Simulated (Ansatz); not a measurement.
# CH₃Cl₃O₂W: one molecule under many settings

How do the results and run time of CH₃Cl₃O₂W respond when the settings are drawn wide?

Program: Ansatz 0.2.0, Gaussian basis. Level of theory: the settings change from run to run. These are calculated values, not measurements.

### 1 The relaxed structure

The geometry comes from an earlier relaxation with PBE0-D4 in a triple-zeta def2 set; it is a stationary point, not always the lowest conformer. W takes a core potential in def2 sets; no spin-orbit term is included.

SMILES `C[O][W](=[O])([Cl])([Cl])[Cl]`, 10 atoms, charge 0, spin multiplicity 1.

Atoms are counted from 1 here; the program's logs count them from 0.

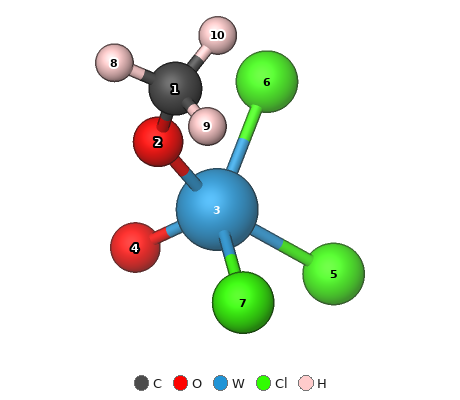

The structure; carbon dark grey, oxygen red, tungsten blue, chlorine green, hydrogen pink; atoms are numbered from 1 in the order of the file.

### 2 SVWN5/def2-SVP

Options: coordinates scaled by 1.12.

in.yaml

```yaml
crystal:
  periodic: [false, false, false]
  atoms:
    - {symbol: C, position_ang: [0.544015, -1.861178, 0.268102]}
    - {symbol: O, position_ang: [-0.358957, -0.752263, -0.372270]}
    - {symbol: W, position_ang: [-0.562775, 1.305179, -0.349083]}
    - {symbol: O, position_ang: [-2.004776, 1.532900, -1.526828]}
    - {symbol: Cl, position_ang: [-0.059558, 3.747612, 0.295266]}
    - {symbol: Cl, position_ang: [-1.451424, 1.030720, 2.061920]}
    - {symbol: Cl, position_ang: [1.655426, 1.377507, -1.673526]}
    - {symbol: H, position_ang: [0.174503, -2.952035, -0.137735]}
    - {symbol: H, position_ang: [1.712706, -1.670966, -0.052185]}
    - {symbol: H, position_ang: [0.443798, -1.814820, 1.489697]}
basis:
  gaussian: {orbitals: def2-SVP}
hamiltonian: {xc: {name: SVWN5}}
output: {forces: true}
```

Command:

```
$ ansatz run in.yaml --threads 2 --pin off --events-out ev --progress --plain --max-ram 32768MiB --backend cpu
```

What it wrote (excerpt; [...] marks lines left out):

```text
Functional definition: SVWN5
  name "SVWN5"
  cite "Dirac, Proc. Camb. Phil. Soc. 26, 376 (1930) doi:10.1017/S0305004100016108"
  cite "Slater, Phys. Rev. 81, 385 (1951) doi:10.1103/PhysRev.81.385"
  cite "Vosko, Wilk & Nusair, Can. J. Phys. 58, 1200 (1980) doi:10.1139/p80-159"
[...]
1510 factors; their error is unknown
[...]
mean field -44398.34450430 eV, -1631.6090662544 hartree, gradient 2.0e-5 eV, S^2 0.000000; 0 other end points of the search recorded, 0 dependent functions left out
[...]
reference -44398.34456682 eV, -1631.6090685517 hartree; 45, 45 occupied and 98, 98 virtual orbitals, 1510 factors
Total energy: -44398.34456682 eV, -1631.6090685517 hartree
Atom 0 at     0.544015    -1.861178     0.268102 Å, force    -0.374588     0.882835    -0.227405 eV/Å
Atom 1 at    -0.358957    -0.752263    -0.372270 Å, force     1.642290     1.410919     1.482925 eV/Å
Atom 2 at    -0.562775     1.305179    -0.349083 Å, force    -2.833834    -0.974218    -2.449599 eV/Å
Atom 3 at    -2.004776     1.532900    -1.526828 Å, force     5.604011    -0.898361     4.576092 eV/Å
Atom 4 at    -0.059558     3.747612     0.295266 Å, force    -0.606245    -3.092124    -0.790280 eV/Å
Atom 5 at    -1.451424     1.030720     2.061920 Å, force     1.111520     0.326010    -2.877258 eV/Å
Atom 6 at     1.655426     1.377507    -1.673526 Å, force    -2.635211    -0.093877     1.629641 eV/Å
Atom 7 at     0.174503    -2.952035    -0.137735 Å, force     0.618228     2.582791     0.749438 eV/Å
Atom 8 at     1.712706    -1.670966    -0.052185 Å, force    -2.608136    -0.223824     0.587886 eV/Å
Atom 9 at     0.443798    -1.814820     1.489697 Å, force     0.081965     0.079848    -2.681440 eV/Å
Dipole moment:     0.419736    -0.833959     0.269968 e Å
```

Run time: 2.3 s. Hardware: 2 threads of AMD EPYC 7R13, shared host.

Largest force 7.291 eV/Å, dipole 4.67 D.

### 3 PBE0/def2-SVPD

Set apart from the defaults: charge +1, multiplicity 2, D3(BJ) with three-body dispersion, the search for lower states set to off.

in.yaml

```yaml
crystal:
  periodic: [false, false, false]
  atoms:
    - {symbol: C, position_ang: [0.485728, -1.661766, 0.239377]}
    - {symbol: O, position_ang: [-0.320498, -0.671664, -0.332384]}
    - {symbol: W, position_ang: [-0.502478, 1.165339, -0.311682]}
    - {symbol: O, position_ang: [-1.789978, 1.368661, -1.363239]}
    - {symbol: Cl, position_ang: [-0.053177, 3.346082, 0.263631]}
    - {symbol: Cl, position_ang: [-1.295914, 0.920286, 1.841000]}
    - {symbol: Cl, position_ang: [1.478059, 1.229917, -1.494219]}
    - {symbol: H, position_ang: [0.155806, -2.635745, -0.122978]}
    - {symbol: H, position_ang: [1.529202, -1.491934, -0.046593]}
    - {symbol: H, position_ang: [0.396249, -1.620375, 1.330087]}
basis:
  gaussian: {orbitals: def2-SVPD}
total_charge: 1
magnetization: {spin_polarized: true, initial_magnetization: 1}
hamiltonian: {xc: {name: PBE0}, dispersion: d3bjatm}
scf: {lower_state_search: off}
```

The command is unchanged.

What it wrote (excerpt; [...] marks lines left out):

```text
Functional definition: PBE0
  name "PBE0"
  cite "Adamo & Barone, J. Chem. Phys. 110, 6158 (1999) doi:10.1063/1.478522"
  cite "Perdew, Burke & Ernzerhof, Phys. Rev. Lett. 77, 3865 (1996) doi:10.1103/PhysRevLett.77.3865"
  parent pbe
[...]
1945 factors; their error is unknown
[...]
mean field -44535.92331082 eV, -1636.6649941397 hartree, gradient 7.0e-6 eV, S^2 0.760191; 0 other end points of the search recorded, 0 dependent functions left out
reference -44535.92335943 eV, -1636.6649959259 hartree; 45, 44 occupied and 161, 162 virtual orbitals, 1945 factors
Total energy: -44536.26950578 eV, -1636.6777165698 hartree
Checks for a lower state left out: stability, starts, cluster_reference, orbital_swaps, neighbouring_geometries, increment
```

Run time: 14 s. Hardware: 2 threads of AMD EPYC 7R13, shared host; peak memory 0.97 GiB.

⟨S²⟩ 0.760.

### 4 r2SCAN50/def2-TZVP

Changes to in.yaml since step 3:

```diff
@@ -14,6 +14,4 @@
 basis:
-  gaussian: {orbitals: def2-SVPD}
-total_charge: 1
-magnetization: {spin_polarized: true, initial_magnetization: 1}
-hamiltonian: {xc: {name: PBE0}, dispersion: d3bjatm}
-scf: {lower_state_search: off}
+  gaussian: {orbitals: def2-TZVP}
+hamiltonian: {xc: {name: r2SCAN50}}
+output: {forces: true}
```

Launched as before.

What it wrote (excerpt; [...] marks lines left out):

```text
Functional definition: r2SCAN50
  name "r2SCAN50"
  cite "Bursch, Neugebauer, Ehlert & Grimme, J. Chem. Phys. 156, 134105 (2022) doi:10.1063/5.0086040"
  cite "Furness, Kaplan, Ning, Perdew & Sun, J. Phys. Chem. Lett. 11, 8208 (2020) doi:10.1021/acs.jpclett.0c02405"
  cite "Furness, Kaplan, Ning, Perdew & Sun, J. Phys. Chem. Lett. 11, 9248 (2020) doi:10.1021/acs.jpclett.0c03077"
  parent r2scan
[...]
2037 factors; their error is unknown
[...]
mean field -44573.63893717 eV, -1638.0510178433 hartree, gradient 9.2e-6 eV, S^2 0.000000; 0 other end points of the search recorded, 0 dependent functions left out
[...]
reference -44573.63894473 eV, -1638.0510181212 hartree; 45, 45 occupied and 217, 217 virtual orbitals, 2037 factors
Total energy: -44573.63894473 eV, -1638.0510181212 hartree
Atom 0 at     0.485728    -1.661766     0.239377 Å, force     0.025614     0.025184     0.022534 eV/Å
Atom 1 at    -0.320498    -0.671664    -0.332384 Å, force     0.150332     0.549815     0.175486 eV/Å
Atom 2 at    -0.502478     1.165339    -0.311682 Å, force    -1.007298    -0.426292    -0.879128 eV/Å
Atom 3 at    -1.789978     1.368661    -1.363239 Å, force     1.237677    -0.175952     1.012858 eV/Å
Atom 4 at    -0.053177     3.346082     0.263631 Å, force    -0.034939    -0.275492    -0.054336 eV/Å
Atom 5 at    -1.295914     0.920286     1.841000 Å, force     0.113127     0.043150    -0.276061 eV/Å
Atom 6 at     1.478059     1.229917    -1.494219 Å, force    -0.253455     0.002621     0.164004 eV/Å
Atom 7 at     0.155806    -2.635745    -0.122978 Å, force     0.086819     0.318594     0.101190 eV/Å
Atom 8 at     1.529202    -1.491934    -0.046593 Å, force    -0.326278    -0.049961     0.070343 eV/Å
Atom 9 at     0.396249    -1.620375     1.330087 Å, force     0.008400    -0.011667    -0.336890 eV/Å
Dipole moment:     0.310745    -0.681947     0.194233 e Å
```

It took 21 s on 2 threads of AMD EPYC 7R13, shared host; peak memory 1.2 GiB.

Largest force 1.609 eV/Å, dipole 3.72 D.

### 5 B97M-V/def2-mTZVP

Options: charge +1, multiplicity 2, density fitting with def2-universal-jkfit, a grid of angular degree 11, relativity set to scalar.

Changes to in.yaml since step 4:

```diff
@@ -14,4 +14,5 @@
 basis:
-  gaussian: {orbitals: def2-TZVP}
-hamiltonian: {xc: {name: r2SCAN50}}
-output: {forces: true}
+  gaussian: {orbitals: def2-mTZVP, fitting: {mean_field: def2-universal-jkfit}, final_grid: {core_spheres: 5, valence_spheres: 4, degree: 11}}
+total_charge: 1
+magnetization: {spin_polarized: true, initial_magnetization: 1}
+hamiltonian: {xc: {name: B97M-V}, pseudopotentials: {relativity: scalar}}
```

Launched as before.

What it wrote (excerpt; [...] marks lines left out):

```text
Functional definition: B97M-V
  name "B97M-V"
  cite "Mardirossian & Head-Gordon, J. Chem. Phys. 142, 074111 (2015) doi:10.1063/1.4907719"
  cite "Becke, J. Chem. Phys. 107, 8554 (1997) doi:10.1063/1.475007"
  cite "Vydrov & Van Voorhis, J. Chem. Phys. 133, 244103 (2010) doi:10.1063/1.3521275"
  # Of w^i u^j: cxij and so on, Table III.
[...]
  gx(w, u) = cx00 + cx01*u + cx02*u^2 + (cx10 + cx11*u)*w
  gss(w, u) = css00 + css02*u^2 + css10*w + (css32*w^3 + css42*w^4)*u^2
  gos(w, u) = cos00 + cos01*u + cos03*u^3 + cos10*w + cos32*w^3*u^2
[...]
      + integral(e_c_pw_mod_opposite_spin*gos(b97_w_opposite, b97_u_opposite)) + vv10(b, c)
894 factors; integrals over basis functions are off by at most 8.8e-1 eV
[...]
mean field -44666.04783662 eV, -1641.4469822613 hartree, gradient 8.4e-6 eV, S^2 0.754536; 8 other end points of the search recorded, 0 dependent functions left out
reference -44666.04791550 eV, -1641.4469851601 hartree; 45, 44 occupied and 133, 134 virtual orbitals, 894 factors
Total energy: -44666.04791550 eV, -1641.4469851601 hartree
Relativity: scalar
```

Run time: 67 s. Hardware: 2 threads of AMD EPYC 7R13, shared host; peak memory 0.47 GiB.

⟨S²⟩ 0.755.

### 6 r2SCAN50/def2-SVPD

Options: charge +1, multiplicity 2, finite nuclei, D4 dispersion, relativity set to none.

Changes to in.yaml since step 5:

```diff
@@ -14,5 +14,6 @@
 basis:
-  gaussian: {orbitals: def2-mTZVP, fitting: {mean_field: def2-universal-jkfit}, final_grid: {core_spheres: 5, valence_spheres: 4, degree: 11}}
+  gaussian: {orbitals: def2-SVPD, nuclear_model: gaussian}
 total_charge: 1
 magnetization: {spin_polarized: true, initial_magnetization: 1}
-hamiltonian: {xc: {name: B97M-V}, pseudopotentials: {relativity: scalar}}
+hamiltonian: {xc: {name: r2SCAN50}, dispersion: d4, pseudopotentials: {relativity: none}}
+output: {forces: true}
```

Same command.

What it wrote (excerpt; [...] marks lines left out):

```text
Functional definition: r2SCAN50
  name "r2SCAN50"
  cite "Bursch, Neugebauer, Ehlert & Grimme, J. Chem. Phys. 156, 134105 (2022) doi:10.1063/5.0086040"
  cite "Furness, Kaplan, Ning, Perdew & Sun, J. Phys. Chem. Lett. 11, 8208 (2020) doi:10.1021/acs.jpclett.0c02405"
  cite "Furness, Kaplan, Ning, Perdew & Sun, J. Phys. Chem. Lett. 11, 9248 (2020) doi:10.1021/acs.jpclett.0c03077"
  parent r2scan
[...]
1936 factors; integrals over basis functions are off by at most 9.6e-4 eV
[...]
mean field -44543.58693906 eV, -1636.9466272830 hartree, gradient 1.9e-6 eV, S^2 0.787233; 6 other end points of the search recorded, 0 dependent functions left out
[...]
reference -44543.58696813 eV, -1636.9466283509 hartree; 45, 44 occupied and 161, 162 virtual orbitals, 1936 factors
Total energy: -44543.70953107 eV, -1636.9511324562 hartree
Atom 0 at     0.485728    -1.661766     0.239377 Å, force     0.085099    -0.331566     0.041222 eV/Å
Atom 1 at    -0.320498    -0.671664    -0.332384 Å, force    -0.082383     1.659358     0.083240 eV/Å
Atom 2 at    -0.502478     1.165339    -0.311682 Å, force    -2.047797    -4.403745    -2.098909 eV/Å
Atom 3 at    -1.789978     1.368661    -1.363239 Å, force     1.708886     0.000908     1.420888 eV/Å
Atom 4 at    -0.053177     3.346082     0.263631 Å, force     0.525482     1.076551     0.530296 eV/Å
Atom 5 at    -1.295914     0.920286     1.841000 Å, force     0.199548     0.908753    -0.239854 eV/Å
Atom 6 at     1.478059     1.229917    -1.494219 Å, force    -0.276024     0.859088     0.335706 eV/Å
Atom 7 at     0.155806    -2.635745    -0.122978 Å, force    -0.007481     0.151537     0.007123 eV/Å
Atom 8 at     1.529202    -1.491934    -0.046593 Å, force    -0.094643     0.034427     0.011349 eV/Å
Atom 9 at     0.396249    -1.620375     1.330087 Å, force    -0.010688     0.044688    -0.091062 eV/Å
Dipole moment:     0.526600    -0.129574     0.422443 e Å
```

Wall time 2 min (2 threads of AMD EPYC 7R13, shared host); peak memory 1.2 GiB.

Largest force 5.291 eV/Å, ⟨S²⟩ 0.787.

### 7 B97M-V/def2-SVP

Set apart from the defaults: charge +1, multiplicity 2.

Changes to in.yaml since step 6:

```diff
@@ -14,6 +14,5 @@
 basis:
-  gaussian: {orbitals: def2-SVPD, nuclear_model: gaussian}
+  gaussian: {orbitals: def2-SVP}
 total_charge: 1
 magnetization: {spin_polarized: true, initial_magnetization: 1}
-hamiltonian: {xc: {name: r2SCAN50}, dispersion: d4, pseudopotentials: {relativity: none}}
-output: {forces: true}
+hamiltonian: {xc: {name: B97M-V}}
```

Same command.

What it wrote (excerpt; [...] marks lines left out):

```text
Functional definition: B97M-V
  name "B97M-V"
  cite "Mardirossian & Head-Gordon, J. Chem. Phys. 142, 074111 (2015) doi:10.1063/1.4907719"
  cite "Becke, J. Chem. Phys. 107, 8554 (1997) doi:10.1063/1.475007"
  cite "Vydrov & Van Voorhis, J. Chem. Phys. 133, 244103 (2010) doi:10.1063/1.3521275"
  # Of w^i u^j: cxij and so on, Table III.
[...]
  gx(w, u) = cx00 + cx01*u + cx02*u^2 + (cx10 + cx11*u)*w
  gss(w, u) = css00 + css02*u^2 + css10*w + (css32*w^3 + css42*w^4)*u^2
  gos(w, u) = cos00 + cos01*u + cos03*u^3 + cos10*w + cos32*w^3*u^2
[...]
      + integral(e_c_pw_mod_opposite_spin*gos(b97_w_opposite, b97_u_opposite)) + vv10(b, c)
1510 factors; their error is unknown
[...]
mean field -44542.80139054 eV, -1636.9177589072 hartree, gradient 2.8e-5 eV, S^2 0.754497; 8 other end points of the search recorded, 0 dependent functions left out
reference -44542.80148219 eV, -1636.9177622753 hartree; 45, 44 occupied and 98, 99 virtual orbitals, 1510 factors
Total energy: -44542.80148219 eV, -1636.9177622753 hartree
```

Wall time 73 s (2 threads of AMD EPYC 7R13, shared host); peak memory 0.76 GiB.

⟨S²⟩ 0.754.

### 8 B97/x2c-TZVPPall

Changes to in.yaml since step 7:

```diff
@@ -14,5 +14,4 @@
 basis:
-  gaussian: {orbitals: def2-SVP}
-total_charge: 1
-magnetization: {spin_polarized: true, initial_magnetization: 1}
-hamiltonian: {xc: {name: B97M-V}}
+  gaussian: {orbitals: x2c-TZVPPall}
+hamiltonian: {xc: {name: B97}}
+output: {forces: true}
```

Command:

```
$ ansatz run in.yaml --threads 2 --pin off --events-out ev --progress --plain --max-ram 32768MiB --backend cuda --devices 0, --max-vram 18GiB
```

What it wrote (excerpt; [...] marks lines left out):

```text
Functional definition: B97
  name "B97"
  cite "Becke, J. Chem. Phys. 107, 8554 (1997) doi:10.1063/1.475007"
[...]
      + integral(e_c_pw_opposite_spin*poly(b97_u_opposite, cos0, cos1, cos2))
2499 factors; their error is unknown
[...]
mean field -482218.79299433 eV, -17721.2137829040 hartree, gradient 1.6e-5 eV, S^2 0.000000; 0 other end points of the search recorded, 0 dependent functions left out
[...]
reference -482218.79303536 eV, -17721.2137844120 hartree; 75, 75 occupied and 283, 283 virtual orbitals, 2499 factors
Total energy: -482218.79303536 eV, -17721.2137844120 hartree
Relativity: scalar
Atom 0 at     0.485728    -1.661766     0.239377 Å, force     0.161451    -0.194432     0.114945 eV/Å
Atom 1 at    -0.320498    -0.671664    -0.332384 Å, force    -0.167481     0.067406    -0.131381 eV/Å
Atom 2 at    -0.502478     1.165339    -0.311682 Å, force    -0.025856    -0.035382    -0.025672 eV/Å
Atom 3 at    -1.789978     1.368661    -1.363239 Å, force    -0.122307     0.012573    -0.100329 eV/Å
Atom 4 at    -0.053177     3.346082     0.263631 Å, force     0.042061     0.195848     0.053265 eV/Å
Atom 5 at    -1.295914     0.920286     1.841000 Å, force    -0.078777    -0.008865     0.179868 eV/Å
Atom 6 at     1.478059     1.229917    -1.494219 Å, force     0.161817     0.018852    -0.110089 eV/Å
Atom 7 at     0.155806    -2.635745    -0.122978 Å, force    -0.004193    -0.023625    -0.005708 eV/Å
Atom 8 at     1.529202    -1.491934    -0.046593 Å, force     0.021315    -0.015770     0.007045 eV/Å
Atom 9 at     0.396249    -1.620375     1.330087 Å, force     0.011969    -0.016607     0.018056 eV/Å
Dipole moment:     0.296059    -0.676624     0.182497 e Å
```

Wall time 19 s (1 × H100 (card shared with other runs) with 2 threads of AMD EPYC 7R13, shared host); peak host memory 1.3 GiB.

Largest force 0.278 eV/Å, dipole 3.65 D.

### 9 The runs in one table

```
             level  charge  multiplicity  geometry  functions  energy (eV)   time
    SVWN5/def2-SVP       0             1    scaled        143   -44398.345  2.3 s
    PBE0/def2-SVPD       1             2   relaxed        206   -44536.270   14 s
r2SCAN50/def2-TZVP       0             1   relaxed        262   -44573.639   21 s
 B97M-V/def2-mTZVP       1             2   relaxed        178   -44666.048   67 s
r2SCAN50/def2-SVPD       1             2   relaxed        206   -44543.710  2 min
   B97M-V/def2-SVP       1             2   relaxed        143   -44542.801   73 s
  B97/x2c-TZVPPall       0             1   relaxed        358  -482218.793   19 s
```

### 10 Summary of results

| quantity | value |
| --- | --- |
| runs | 7 |
| quickest | SVWN5/def2-SVP, 2.3 s |
| slowest | r2SCAN50/def2-SVPD, 2 min |
| spread of total energies, same state and geometry | 437645.2 eV |
| dipole, same state and geometry | 3.65 to 3.72 D |

In words: Run time spans a factor of 54, from SVWN5/def2-SVP to r2SCAN50/def2-SVPD. The jobs differ in tasks and options as well as level. Total energies at one charge and spin differ by 437645 eV between levels, so only differences within one level mean anything. Some of these runs are scalar-relativistic and others not, which shifts the totals of all-electron atoms past neon by eV; core potentials, where a basis has them, take the core out of the total altogether. At the PBE0-D4/def2-TZVP geometry and in the same state, runs without warnings or point charges leave forces up to 1.61 eV/Å (r2SCAN50/def2-TZVP), against 7.3 eV/Å where the atoms were moved.
